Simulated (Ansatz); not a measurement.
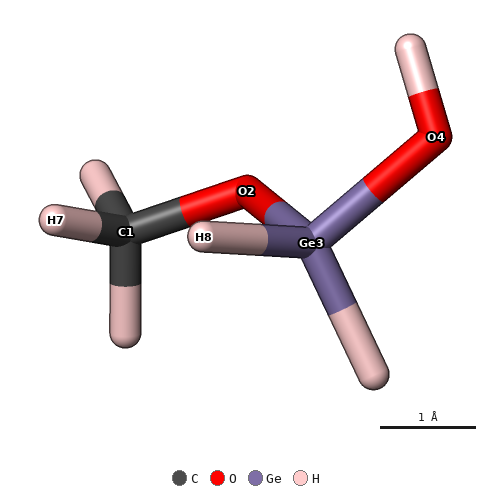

*The structure as given in the input (stick view, seen at a tilt; atoms are numbered from 1 in the order of the input). Sticks mark near contacts.*

Bond lengths as drawn: C–H 1.09 to 1.10 Å, C–O 1.41 Å, Ge–H 1.53 to 1.54 Å, Ge–O 1.76 to 1.78 Å and H–O 0.96 Å.

Single-point calculation of CH6GeO2

CH6GeO2, SMILES C[O][GeH2][OH], computed with RKS CAM-B3LYP-D4/def2-TZVPP (Ansatz 0.2.0).

The geometry comes from this level: PBE0-D4/def2-TZVP.

What the program printed
```
Functional definition: CAM-B3LYP
  name "CAM-B3LYP"
  cite "Yanai, Tew & Handy, Chem. Phys. Lett. 393, 51 (2004) doi:10.1016/j.cplett.2004.06.011"
  cite "Iikura, Tsuneda, Yanai & Hirao, J. Chem. Phys. 115, 3540 (2001) doi:10.1063/1.1383587"
  cite "Becke, Phys. Rev. A 38, 3098 (1988) doi:10.1103/PhysRevA.38.3098"
  cite "Lee, Yang & Parr, Phys. Rev. B 37, 785 (1988) doi:10.1103/PhysRevB.37.785"
  cite "Vosko, Wilk & Nusair, Can. J. Phys. 58, 1200 (1980) doi:10.1139/p80-159"
  parameter alpha = 0.19
  parameter beta = 0.46
  parameter omega = 0.33/bohr
  parameter ac = 0.81
  # Exact exchange under (alpha + beta erf(omega r))/r, Becke's under what is left of 1/r.
  exchange = (1 - alpha - beta)*b88_x + beta*b88_x_sr(omega) + alpha*exact_x + beta*exact_x_lr(omega)
  correlation = (1 - ac)*vwn5_c + ac*lyp_c
1225 factors; their error is unknown
306 factors; integrals over basis functions are off by at most 8.8e-6 eV
mean field evaluation 1: about -61743.1137 eV, gradient 7.2e1 eV
mean field evaluation 2: about -61734.7011 eV, gradient 1.0e2 eV
mean field evaluation 4: about -61751.4109 eV, gradient 3.3e0 eV
mean field evaluation 8: about -61751.6327 eV, gradient 3.8e-1 eV
mean field evaluation 16: about -61751.6328 eV, gradient 2.4e-5 eV
mean field -61751.63280683 eV, -2269.3306488911 hartree, gradient 2.4e-5 eV, S^2 0.000000; 0 other end points of the search recorded, 0 dependent functions left out
reference -61751.63294017 eV, -2269.3306537911 hartree; 30, 30 occupied and 195, 195 virtual orbitals, 1225 factors
Total energy: -61751.77036751 eV, -2269.3357041526 hartree
```

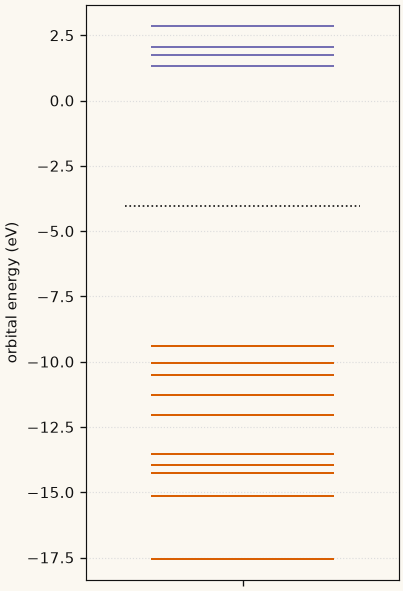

*Orbital energies near the frontier; the dotted line parts filled from empty levels, and levels within 0.02 eV of each other stand side by side.*

Highest filled −9.38 eV, lowest empty 1.33 eV, 10.71 eV apart.

This output came from the following input.

The input
```yaml
crystal:
  periodic: [false, false, false]
  atoms:
    - {symbol: C, position_ang: [-0.634799, 1.506541, 0.015317]}
    - {symbol: O, position_ang: [-0.124527, 0.396278, -0.681600]}
    - {symbol: Ge, position_ang: [0.174512, -1.119268, 0.193650]}
    - {symbol: O, position_ang: [1.253133, -2.055892, -0.842035]}
    - {symbol: H, position_ang: [-1.692771, 1.377466, 0.277415]}
    - {symbol: H, position_ang: [-0.552513, 2.381611, -0.633492]}
    - {symbol: H, position_ang: [-0.076063, 1.714571, 0.938194]}
    - {symbol: H, position_ang: [0.826911, -0.746132, 1.543124]}
    - {symbol: H, position_ang: [-1.097394, -1.964958, 0.333717]}
    - {symbol: H, position_ang: [2.006711, -1.541316, -1.141391]}
basis:
  gaussian: {orbitals: def2-TZVPP}
hamiltonian: {xc: {name: CAM-B3LYP}, dispersion: d4}
output: {orbitals: {seedname: orbitals}}
```

Key numbers

- outcome: converged
- total energy: −61751.7704 eV
- mean-field energy: −61751.6329 eV
- dispersion energy: −0.1374 eV
- SCF solution under orbital rotations: stable
- HOMO: −9.38 eV
- LUMO: 1.33 eV
- hardware: 4 CPU threads, shared host
- wall time: 1.8 s (CPU time 6 s)
- peak memory: 0.61 GiB
